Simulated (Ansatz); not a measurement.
# [SF3]+ (SMILES F[S+](F)F): HF/6-311+G(d,p)

What is the vertical electron affinity of [SF3]+ at HF/6-311+G**? 

Program for the calculation: Ansatz 0.2.0.

2 further runs of the same task are left out: 2 set aside as unsound or not needed.

**1. The molecule**

The species is [SF3]+ (4 atoms), meant as a singlet with charge +1. As SMILES, `F[S+](F)F`. The shape is that of a PBE0-D4/def2-TZVP optimisation.

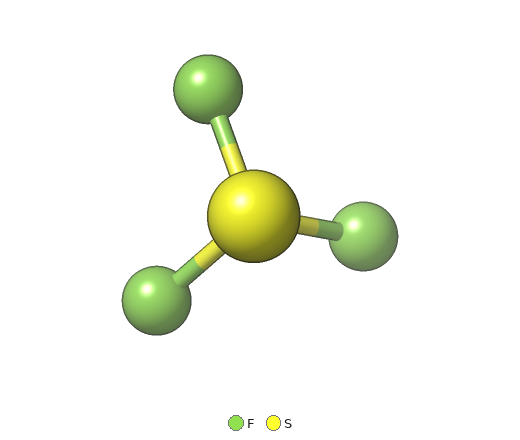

The structure, seen from a chosen angle (fluorine green, sulfur yellow).

**2. A single-point energy at HF/6-311+G(d,p)**

in.yaml

```yaml
crystal:
  periodic: [false, false, false]
  atoms:
    - {symbol: F, position_ang: [0.623020, 0.191030, 1.167760]}
    - {symbol: S, position_ang: [0.432770, -0.058560, -0.301740]}
    - {symbol: F, position_ang: [-0.545420, -1.197460, -0.238600]}
    - {symbol: F, position_ang: [-0.510370, 1.064990, -0.627420]}
basis:
  gaussian: {orbitals: 6-311+G_st__st_-spherical.json}
total_charge: 1
hamiltonian: {xc: hf}
accuracy: high
output: {orbitals: {seedname: orbitals}}
```

The basis set 6-311+G** is read from a file made from the Basis Set Exchange's data (not shown).

Started as:

```bash
$ ansatz run in.yaml --threads 1 --pin off --max-ram 3480MiB --events-out events.jsonl --progress --plain --runs-dir runs
```

Log:

```text
Warning: RAYON_NUM_THREADS=1 ignored (pool sized by the plan → 1); use --threads N
Functional definition: HF
  name "HF"
  exchange = exact_x
  correlation = 0
1727 factors; integrals over basis functions are off by at most 4.4e-9 eV
mean field evaluation 1: about -18919.3808 eV, gradient 6.3e1 eV
mean field evaluation 2: about -18919.4709 eV, gradient 6.3e1 eV
mean field evaluation 4: about -18925.3139 eV, gradient 3.0e0 eV
mean field evaluation 8: about -18925.3715 eV, gradient 3.0e-1 eV
mean field evaluation 16: about -18925.3721 eV, gradient 2.4e-8 eV
mean field -18925.37213830 eV, -695.4945980046 hartree, gradient 2.4e-8 eV, S^2 0.000000; 0 other end points of the search recorded, 0 dependent functions left out
reference -18925.37213830 eV, -695.4945980046 hartree; 21, 21 occupied and 75, 75 virtual orbitals, 1727 factors
Total energy: -18925.37213830 eV, -695.4945980046 hartree
```

It took 0.84 s on 1 thread of AMD EPYC 9R45 (Zen 5), shared host; peak memory 0.25 GiB.

**3. Doublet neutral SF3**

Edit in.yaml of step 2 so:

```diff
@@ -9,3 +9,3 @@
   gaussian: {orbitals: 6-311+G_st__st_-spherical.json}
-total_charge: 1
+magnetization: {spin_polarized: true, initial_magnetization: 1}
 hamiltonian: {xc: hf}
```

The basis set 6-311+G** is read from a file made from the Basis Set Exchange's data (not shown).

Started as:

```bash
$ ansatz run in.yaml --threads 1 --pin off --max-ram 3480MiB --events-out events.jsonl --progress --plain --runs-dir runs
```

Log (excerpt; [...] marks lines left out):

```text
Warning: RAYON_NUM_THREADS=1 ignored (pool sized by the plan → 1); use --threads N
[... 2 set-up lines as earlier in the session ...]
[...]
1730 factors; integrals over basis functions are off by at most 4.3e-9 eV
[...]
mean field -18931.35201650 eV, -695.7143544752 hartree, gradient 2.2e-8 eV, S^2 0.772328; 3 other end points of the search recorded, 0 dependent functions left out
reference -18931.35201650 eV, -695.7143544752 hartree; 22, 21 occupied and 74, 75 virtual orbitals, 1730 factors
Total energy: -18931.35201650 eV, -695.7143544752 hartree
```

It took 6 s on 1 thread of AMD EPYC 9R45 (Zen 5), shared host; peak memory 0.34 GiB.

**4. Summary of results**

At HF/6-311+G**:

| quantity | value |
| --- | --- |
| singlet [SF3]+: total energy | -695.49460 Eh |
| singlet [SF3]+: HOMO energy | -23.57 eV |
| singlet [SF3]+: LUMO energy | -5.04 eV |
| singlet [SF3]+: HOMO–LUMO gap | 18.53 eV |
| doublet neutral SF3: total energy | -695.71435 Eh |
| doublet neutral SF3: HOMO energy (highest over α and β) | -7.03 eV |
| doublet neutral SF3: LUMO energy (lowest over α and β) | 1.90 eV |
| doublet neutral SF3: ⟨S²⟩ | 0.772 |
| vertical electron affinity (to the doublet neutral) | 5.980 eV |

**Reading.** At fixed nuclei the extra electron is bound by 5.98 eV (138 kcal/mol).
